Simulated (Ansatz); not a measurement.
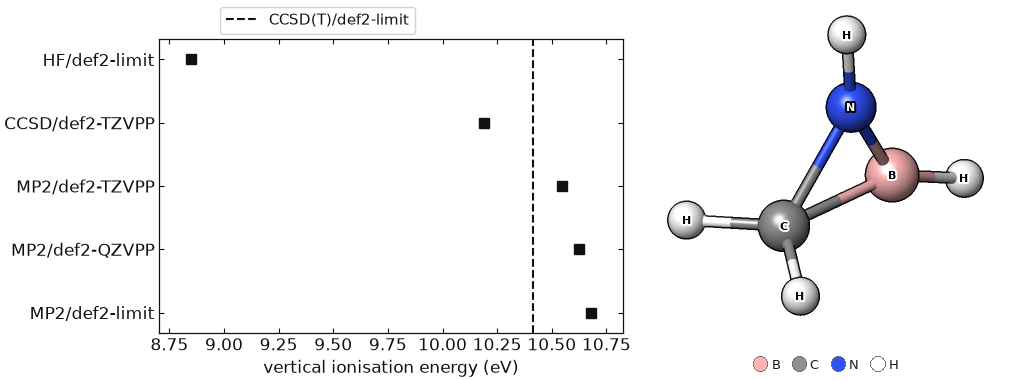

Vertical ionisation energy of CH₄BN, SMILES B1CN1, taken as the energy of the cation less that of the neutral at fixed geometry (unrestricted doublet cation, cores frozen in correlated methods, no spin-orbit coupling), the Ansatz code, at a PBE0-D4/def2-TZVP geometry (a minimum by its frequencies). Limit means an estimate of the basis limit from triple and quadruple zeta; for coupled cluster it is either extrapolated directly or built as the MP2 limit plus the step from MP2 in triple zeta. The distance of CCSD/def2-TZVPP, MP2/def2-TZVPP and MP2/def2-QZVPP to the limit includes basis error.

### What range do the values span, the line included?

From 8.85 eV (HF/def2-limit) to 10.68 eV (MP2/def2-limit).

### Give the values.

| level | eV | less CCSD(T)/def2-limit |
| --- | --- | --- |
| HF/def2-limit | 8.85 | −1.56 |
| CCSD/def2-TZVPP | 10.19 | −0.23 |
| MP2/def2-TZVPP | 10.55 | 0.13 |
| MP2/def2-QZVPP | 10.62 | 0.21 |
| MP2/def2-limit | 10.68 | 0.26 |
| CCSD(T)/def2-limit | 10.42 | 0.00 |
